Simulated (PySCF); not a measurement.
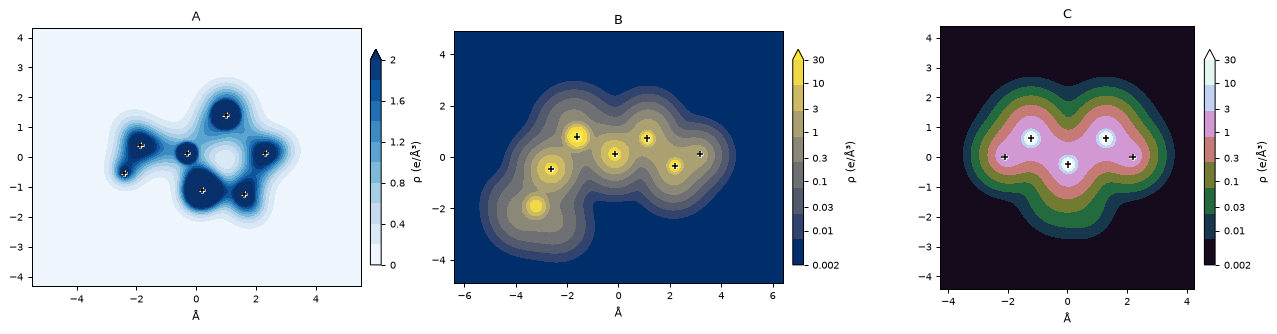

The electron density of 3 systems, each on a plane through atoms (crosses mark nuclei in the plane).

Method: PBE0/pcSseg-1, SCF density, gas phase, non-relativistic (PySCF 2.14.0).

System 1: C3H12N2Si (SMILES CC(C)N[SiH2]N), the plane of atoms C2, C1 and H8. Geometry: GFN2-xTB.

```xyz
18

C    -1.3016    1.2336    1.0823
C    -1.0166    0.5465   -0.2587
C    -1.7052   -0.8108   -0.3180
N     0.4000    0.4023   -0.4966
Si    1.4147   -0.8373    0.1122
N     2.9982   -0.2557   -0.2599
H    -0.9059    0.6284    1.8941
H    -0.8264    2.2120    1.1158
H    -2.3717    1.3607    1.2267
H    -1.4268    1.1773   -1.0620
H    -1.3750   -1.4346    0.5073
H    -1.4554   -1.3115   -1.2486
H    -2.7841   -0.6882   -0.2593
H     0.8402    1.2841   -0.7079
H     1.2062   -1.1240    1.5492
H     1.2622   -2.0786   -0.6511
H     3.7488   -0.9192   -0.1728
H     3.2894    0.6212    0.1414
```

System 2: C2H9FO2Si2, the plane of atoms C2, O3 and Si4. Geometry: GFN2-xTB.

```yaml
atoms:
  - { symbol: C, position_ang: [-2.4685, 1.1875, 0.0805] }
  - { symbol: C, position_ang: [-1.9104, -0.2275, 0.0735] }
  - { symbol: O, position_ang: [-0.5183, -0.1808, -0.0610] }
  - { symbol: Si, position_ang: [0.5531, -1.3857, -0.0721] }
  - { symbol: O, position_ang: [1.9723, -0.6502, -0.3041] }
  - { symbol: Si, position_ang: [3.1150, 0.4631, -0.1477] }
  - { symbol: F, position_ang: [4.1362, -0.0931, 0.9601] }
  - { symbol: H, position_ang: [-2.2148, 1.6908, -0.8488] }
  - { symbol: H, position_ang: [-2.0417, 1.7489, 0.9073] }
  - { symbol: H, position_ang: [-3.5493, 1.1616, 0.1882] }
  - { symbol: H, position_ang: [-2.3361, -0.8017, -0.7583] }
  - { symbol: H, position_ang: [-2.1718, -0.7448, 1.0045] }
  - { symbol: H, position_ang: [0.5891, -2.0906, 1.2066] }
  - { symbol: H, position_ang: [0.3905, -2.2689, -1.2242] }
  - { symbol: H, position_ang: [2.6078, 1.7117, 0.3875] }
  - { symbol: H, position_ang: [3.8395, 0.4887, -1.4033] }
```

System 3: C4H9BOS, the plane of atoms C2, B3 and O4. Geometry: GFN2-xTB.

```tsv
atom	x (Å)	y (Å)	z (Å)
C	2.6062	0.1428	0.4339
C	1.5630	-0.8324	-0.1261
B	0.0811	-0.2771	-0.0326
O	-0.8879	-0.9261	0.6196
C	-2.1765	-0.3563	0.6238
C	-2.1639	1.0296	-0.0412
S	-0.4983	1.2797	-0.7626
H	2.4312	0.3213	1.4924
H	2.5497	1.0956	-0.0874
H	3.6093	-0.2604	0.3146
H	1.8162	-1.0344	-1.1697
H	1.6385	-1.7820	0.4064
H	-2.8429	-1.0420	0.0881
H	-2.5076	-0.2899	1.6654
H	-2.3328	1.8315	0.6762
H	-2.8929	1.1090	-0.8449
```

Question: Which map belongs to which system?

Answer: Panel A is system 3, C4H9BOS: the plane holds C, B, O, S and H. B–O (1.34 Å): the density is about 2.2 e/Å³ at the midpoint. Panel B is system 2, C2H9FO2Si2: the plane holds C, O, Si and H. C–O (1.40 Å): ρ at the midpoint is about 2 e/Å³, with its minimum of 1.8 e/Å³ about 0.5 Å from C. Panel C is system 1, C3H12N2Si: the plane holds C and H. C–C (1.52 Å): ρ is about 1.7 e/Å³ halfway.
